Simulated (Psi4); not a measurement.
# GeH2 (SMILES [GeH2]) at B3LYP/6-31G(d) (Cartesian functions)

Aim: the vertical ionisation energy of GeH2 at B3LYP/6-31G* (Cartesian functions), from 2 runs. 

Program for the calculation: Psi4 1.11.

### 1 The molecule

GeH2: 3 atoms, total charge 0, spin state singlet. As SMILES, `[GeH2]`. Geometry: relaxed at PBE0-D4/def2-TZVP.

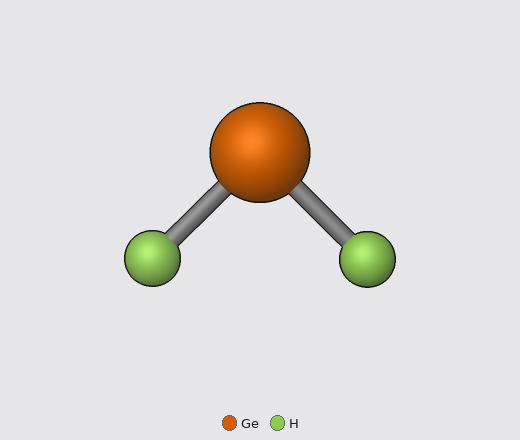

The structure, seen from a chosen angle (germanium orange, hydrogen green).

### 2 Energy and forces at B3LYP/6-31G(d) (Cartesian functions)

Input file input.json:

```json
{
  "schema_name": "qcschema_input",
  "schema_version": 1,
  "molecule": {
    "schema_name": "qcschema_molecule",
    "schema_version": 2,
    "symbols": ["Ge", "H", "H"],
    "geometry": [-1.07733286, 0.76552805, -0.49832078, 1.47965556, 1.40520035, 0.9618706, -0.40232269, -2.1707284, -0.46354982],
    "molecular_charge": 0,
    "molecular_multiplicity": 1,
    "fix_symmetry": "c1"
  },
  "driver": "gradient",
  "model": {
    "method": "b3lyp",
    "basis": "6-31G*"
  },
  "keywords": {
    "puream": false,
    "e_convergence": 1e-09,
    "d_convergence": 1e-08,
    "scf_type": "pk",
    "dft_radial_points": 99,
    "dft_spherical_points": 590,
    "scf_properties": ["WIBERG_LOWDIN_INDICES", "MAYER_INDICES", "MULLIKEN_CHARGES"]
  }
}
```

Run with:

```
$ psi4 --qcschema input.json -n 1 --memory 1600MB
```

stdout (excerpt; [...] marks lines left out):

```text
[...]
  Running in c1 symmetry.
[...]
  Nuclear repulsion =   21.473702033599352
[...]
  Multiplicity = 1
[...]
  Nalpha       = 17
  Nbeta        = 17
[...]
    Number of basis functions: 39
[...]
   @RKS iter   1: -2076.44811995644113   -2.07633e+00   7.35013e-02 ADIIS/DIIS
[...]
   @RKS iter  10: -2077.91499719558078    2.27374e-12   1.17798e-09 DIIS
[...]
    Orbital Energies [Eh]
    ---------------------
    Doubly Occupied:
       1A   -398.761845     2A    -49.818791     3A    -44.345749
       4A    -44.342201     5A    -44.341382     6A     -6.240367
       7A     -4.418683     8A     -4.407188     9A     -4.404189
      10A     -1.219296    11A     -1.216088    12A     -1.213592
      13A     -1.206625    14A     -1.203993    15A     -0.521839
      16A     -0.315606    17A     -0.246014
[...]
  @RKS Final Energy: -2077.91499719558078
   => Energetics <=
    Nuclear Repulsion Energy =             21.4737020335993520
    One-Electron Energy =               -2937.2713552789668938
    Two-Electron Energy =                 902.0072146551913193
    DFT Exchange-Correlation Energy =     -64.1245586054043315
    Empirical Dispersion Energy =           0.0000000000000000
    VV10 Nonlocal Energy =                  0.0000000000000000
    Total Energy =                      -2077.9149971955807814
[...]
 Multipole Moments:
 ------------------------------------------------------------------------------------
     Multipole            Electronic (a.u.)      Nuclear  (a.u.)        Total (a.u.)
 ------------------------------------------------------------------------------------
 L = 1.  Multiply by 2.5417464519 to convert [e a0] to [Debye]
 Dipole X            :         -1.9077645            1.9501117            0.0423472
 Dipole Y            :          1.2388596           -1.2664574           -0.0275977
 Dipole Z            :         -0.0000000           -0.0000000           -0.0000000
 Magnitude           :                                                    0.0505462
[...]
  Mulliken Charges: (a.u.)
   Center  Symbol    Alpha    Beta     Spin     Total
       1    GE    15.98051 15.98051  0.00000  0.03899
       2     H     0.50975  0.50975  0.00000 -0.01951
       3     H     0.50974  0.50974  0.00000 -0.01948
   Total alpha = 17.00000, Total beta = 17.00000, Total charge =  0.00000
  Mayer Bond Indices:
[...]
  -Total Gradient:
     Atom            X                  Y                   Z
    ------   -----------------  -----------------  -----------------
       1        0.004683610834    -0.003063543705     0.000000000000
       2       -0.003666081241    -0.000524020499     0.000000000000
       3       -0.001017288890     0.003587404869     0.000000000000
[...]
```

The result, in JSON:

```text
{
 "driver": "gradient",
 "model": {
  "method": "b3lyp",
  "basis": "6-31G*"
 },
 "success": true,
 "return_result": [0.004683610833698046, -0.0030635437050196834, 4.1677857452797113e-13, -0.003666081240821878, -0.000524020499137863, 1.6909781880502913e-15, -0.0010172888901555759, 0.0035874048689395754, 1.3683363863967032e-15],
 "properties": {
  "calcinfo_nbasis": 39,
  "calcinfo_nmo": 39,
  "calcinfo_nalpha": 17,
  "calcinfo_nbeta": 17,
  "calcinfo_natom": 3,
  "nuclear_repulsion_energy": 21.473702033599352,
  "return_energy": -2077.914997195581,
  "return_gradient": [0.004683610833698046, -0.0030635437050196834, 4.1677857452797113e-13, -0.003666081240821878, -0.000524020499137863, 1.6909781880502913e-15, -0.0010172888901555759, 0.0035874048689395754, 1.3683363863967032e-15],
  "scf_one_electron_energy": -2937.271355278967,
  "scf_two_electron_energy": 902.0072146551913,
  "scf_xc_energy": -64.12455860540433,
  "scf_dipole_moment": [0.042347216142335053, -0.02759774947171567, -1.7855077535166538e-13],
  "scf_total_energy": -2077.914997195581,
  "scf_total_gradient": [0.004683610833698046, -0.0030635437050196834, 4.1677857452797113e-13, -0.003666081240821878, -0.000524020499137863, 1.6909781880502913e-15, -0.0010172888901555759, 0.0035874048689395754, 1.3683363863967032e-15],
  "scf_iterations": 10
 }
}
```

It took 3.6 s on 1 thread of Intel Xeon 6975P-C (Granite Rapids), shared host; peak memory 0.38 GiB.

### 3 The doublet cation: a single-point energy at UB3LYP/6-31G(d) (Cartesian functions)

Input file geh2.dat:

```
memory 1.6 GB

molecule {
  1 2
  Ge    -0.570100     0.405100    -0.263700
  H      0.783000     0.743600     0.509000
  H     -0.212900    -1.148700    -0.245300
  units angstrom
  symmetry c1
}

set basis 6-31G*
set reference uks
set puream false
set e_convergence 1e-09
set d_convergence 1e-08
set scf_type pk
set dft_radial_points 99
set dft_spherical_points 590
set maxiter 200

E, wfn = energy("b3lyp", return_wfn=True)
oeprop(wfn, "DIPOLE", "WIBERG_LOWDIN_INDICES", "MAYER_INDICES", title="B3LYP")
```

Run with:

```
$ psi4 -n 1 geh2.dat geh2.out
```

geh2.out (excerpt; [...] marks lines left out):

```text
[...]
  Running in c1 symmetry.
[...]
  Nuclear repulsion =   21.473702028079785
[...]
  Multiplicity = 2
[...]
  Nalpha       = 17
  Nbeta        = 16
[...]
    Number of basis functions: 39
[...]
   @UKS iter   1: -2076.27148663639446   -1.89969e+00   7.18763e-02 ADIIS/DIIS
[...]
   @UKS iter  11: -2077.56459268272283   -4.54747e-13   2.51598e-09 DIIS
[...]
   @S^2 Observed:                7.539347441E-01
[...]
    Orbital Energies [Eh]
    ---------------------
    Alpha Occupied:
       1A   -399.095930     2A    -50.150509     3A    -44.677539
       4A    -44.674979     5A    -44.673054     6A     -6.572984
       7A     -4.750309     8A     -4.741645     9A     -4.736003
      10A     -1.551000    11A     -1.548763    12A     -1.544371
      13A     -1.539842    14A     -1.536770    15A     -0.828044
      16A     -0.606432    17A     -0.565560
    Alpha Virtual:
      18A     -0.393354    19A     -0.227802    20A     -0.175844
      21A     -0.095651    22A     -0.045855    23A     -0.042929
      24A     -0.026747    25A      0.140448    26A      0.145032
[...]
  @UKS Final Energy: -2077.56459268272283
   => Energetics <=
    Nuclear Repulsion Energy =             21.4737020280797850
    One-Electron Energy =               -2926.2421360280359295
    Two-Electron Energy =                 891.1000058877938272
    DFT Exchange-Correlation Energy =     -63.8961645705607566
    Empirical Dispersion Energy =           0.0000000000000000
    VV10 Nonlocal Energy =                  0.0000000000000000
    Total Energy =                      -2077.5645926827228323
[...]
 Multipole Moments:
 ------------------------------------------------------------------------------------
     Multipole            Electronic (a.u.)      Nuclear  (a.u.)        Total (a.u.)
 ------------------------------------------------------------------------------------
 L = 1.  Multiply by 2.5417464519 to convert [e a0] to [Debye]
 Dipole X            :         -1.8602845            1.9501117            0.0898273
 Dipole Y            :          1.2081067           -1.2664574           -0.0583507
 Dipole Z            :         -0.0000000           -0.0000000           -0.0000000
 Magnitude           :                                                    0.1071156
[...]
```

Run time: 4.8 s. Hardware: 1 thread of Intel Xeon 6975P-C (Granite Rapids), shared host; peak memory 0.38 GiB.

### 4 What came out

At B3LYP/6-31G* (Cartesian functions):

| quantity | value |
| --- | --- |
| singlet GeH2: total energy | -2077.91500 Eh |
| singlet GeH2: dipole moment | 0.13 D |
| singlet GeH2: HOMO energy | -6.69 eV |
| singlet GeH2: LUMO energy | -3.27 eV |
| singlet GeH2: HOMO–LUMO gap | 3.43 eV |
| singlet GeH2: largest force on an atom | 0.288 eV/Å |
| doublet cation: total energy | -2077.56459 Eh |
| doublet cation: HOMO energy (highest over α and β) | -15.39 eV |
| doublet cation: LUMO energy (lowest over α and β) | -12.41 eV |
| doublet cation: ⟨S²⟩ | 0.754 |
| vertical ionisation energy (to the doublet cation) | 9.535 eV |

In words: The vertical ionisation energy comes to 9.53 eV (920 kJ/mol). The largest force (singlet GeH2) is 0.29 eV/Å: the shape isn't a stationary point for this species at this level. −ε(HOMO) before ionisation, 6.69 eV, is 2.84 eV below this ionisation energy.
